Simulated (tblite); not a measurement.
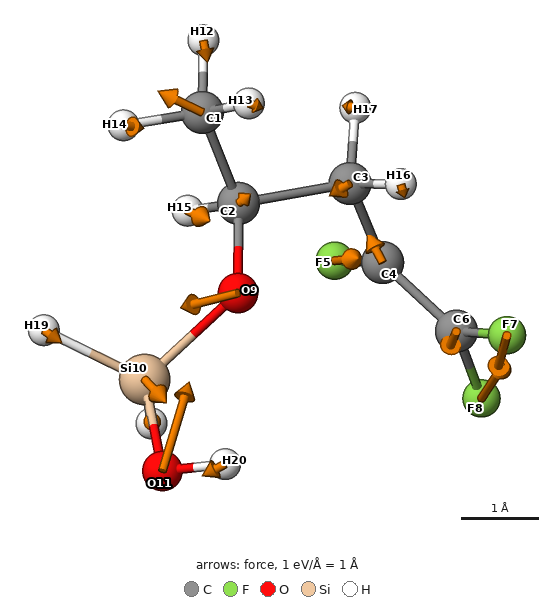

Starting geometry of C$_{5}$H$_{9}$F$_{3}$O$_{2}$Si with the computed forces as orange arrows. The picture is a ball-and-stick view, seen at a tilt.

Method: GFN2-xTB geometry optimisation, gas phase (tblite 0.8.0). 

> Is this structure relaxed? If not, where do the atoms go?

It isn't relaxed: the largest force vector, on an F atom, is 1.57 eV/Å. The final displacements have little in common with the starting forces (cosine between the two patterns 0.13). After 94 geometry steps the energy has fallen by 0.308 eV. An F atom moves most after the best rigid fit: 0.83 Å. Largest moves by element: F 0.83 Å, H 0.77 Å, O 0.53 Å, C 0.51 Å, Si 0.17 Å. Among the contacts that change: O–Si 1.657 → 1.613 Å, O–Si 1.667 → 1.629 Å, C–F 1.363 → 1.325 Å, C–O 1.417 → 1.393 Å. Bond angles that change, for instance: C–O–Si 119.7° → 129.9°, F–C–F 119.5° → 110.5°, C–C–F 119.5° → 126.4°. Groups turn about O–Si by about 20°.
